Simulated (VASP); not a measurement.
Band structure of ZnS (zinc blende). These are PBE GGA with D3 dispersion (Becke-Johnson damping), VASP's PBE PAW potentials (set 64) (plane waves; VASP) values and carry that method's errors.

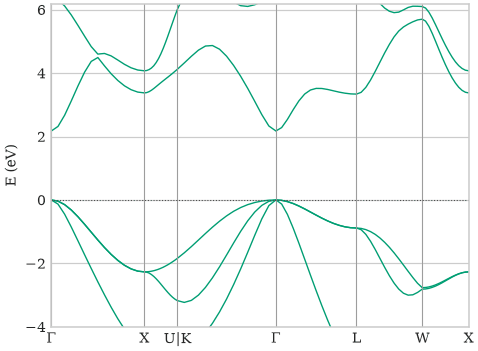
Bands along high-symmetry lines, zero at the valence-band maximum or, without a gap, the Fermi level

**Question.** Read the plot: is there a gap, and where are the band edges?

**Answer.** The gap is direct, 2.17 eV, from the valence maximum at Γ to the conduction minimum at Γ. (Edges off the drawn lines would not show.)

Measured: gap 3.94 eV (computed value off by -1.77 eV), as given by Wei Chen et al., Physical Review Materials (2018), doi:10.1103/physrevmaterials.2.073803 [zero-point renormalisation of 0.1 eV added back (the table's ZPR column)].

The compound is ZnS in the zinc blende structure. It was relaxed first.
